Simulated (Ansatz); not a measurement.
H4OSi···SiH4

Input file:

```
crystal:
  periodic: [false, false, false]
  atoms:
    - {symbol: Si, position_ang: [-0.689895, -1.392608, 0.050695]}
    - {symbol: Si, position_ang: [1.098530, 1.984774, -0.294654]}
    - {symbol: H, position_ang: [-0.809073, -1.064349, -1.387456]}
    - {symbol: H, position_ang: [-0.886652, -0.161964, 0.868239]}
    - {symbol: O, position_ang: [-1.861127, -2.510752, 0.356947]}
    - {symbol: H, position_ang: [1.414725, 0.564410, -0.601049]}
    - {symbol: H, position_ang: [0.667913, -1.925642, 0.346574]}
    - {symbol: H, position_ang: [1.111478, 2.186575, 1.175536]}
    - {symbol: H, position_ang: [2.125047, 2.853125, -0.925217]}
    - {symbol: H, position_ang: [-0.240746, 2.321735, -0.837334]}
    - {symbol: H, position_ang: [-1.930100, -2.855303, 1.247719]}
basis:
  gaussian: {orbitals: def2-TZVPP}
hamiltonian: {xc: pbe0, dispersion: d4}
output: {orbitals: {seedname: orbitals}}
```

Command:

```sh
ansatz run in.yaml --threads 4 --pin off --events-out ev --progress --plain --max-ram 9574MiB
```

The product side of a reaction path; geometry: PBE0-D4/def2-TZVP.

These are results of RKS PBE0-D4/def2-TZVPP in Ansatz, not measurements.

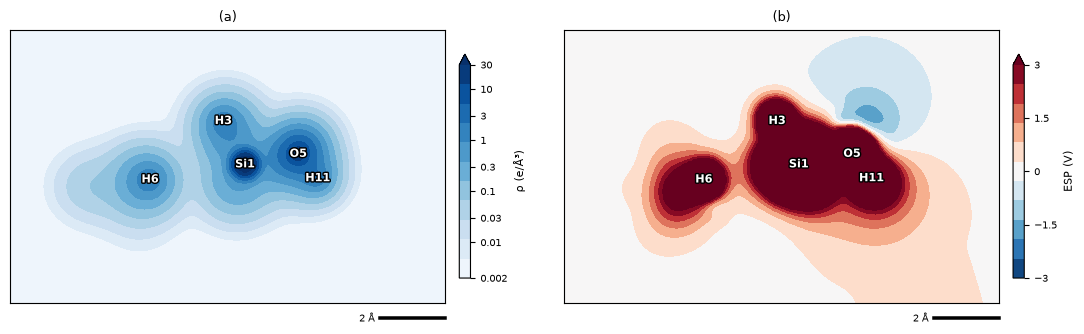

Figure 1. (a) total electron density; (b) molecular electrostatic potential on the plane of atoms Si1, O5 and H11.

Read the bonding off the picture.

Atoms in the plane: Si, H and O.
Si1···H6 (2.95 Å): the density falls to about 0.04 e/Å³ on the way; a non-bonded, intermolecular contact.
Si–O (1.65 Å): ρ at the midpoint is about 1.2 e/Å³.
O–H (0.96 Å): ρ at the midpoint is about 3.8 e/Å³.
Si–H (1.48 Å): ρ is about 0.83 e/Å³ halfway.
Outside the dense part of the complex the potential is most negative (−1.6 V) near O5.

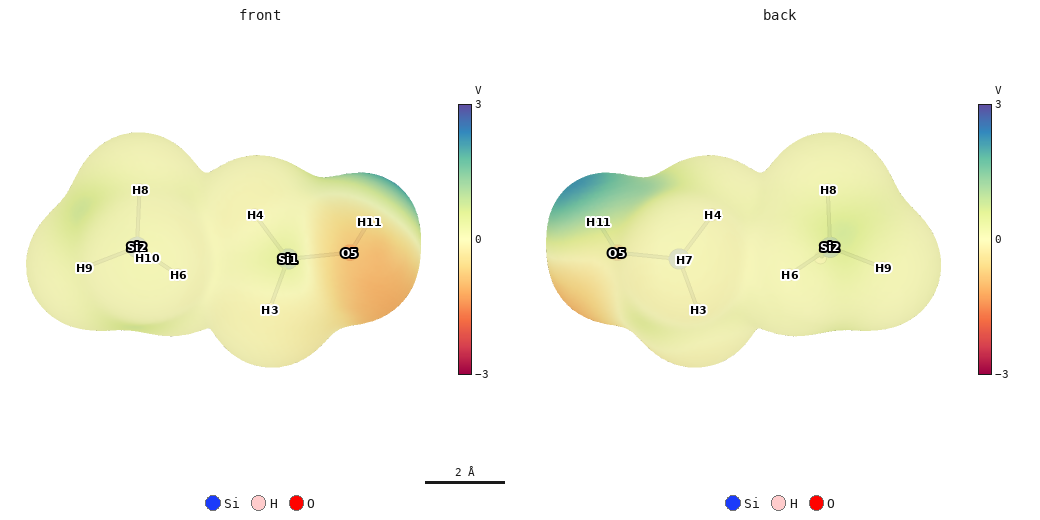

Figure 2. The electrostatic potential painted on the density surface at 0.001 e/bohr³, seen from the front and from behind; red is negative and blue positive.

Where is the surface potential most negative and most positive?

The most negative region (about −1.1 V) lies over O5, the most positive (about +2.1 V) over H11. O5 is the likeliest acceptor of a hydrogen bond.

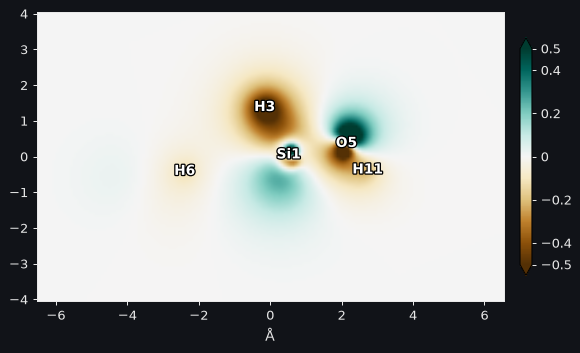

Figure 3. The HOMO−1 on the plane of atoms Si1, O5 and H11 (values in Å⁻³ᐟ²; the overall sign is arbitrary).

Where does this orbital lie, and at what energy?

It lies mainly on Si1 (about 30 %), H3 (about 25 %), O5 (about 20 %), H7 (about 10 %) and H4 (about 10 %). Its energy is −9.31 eV.
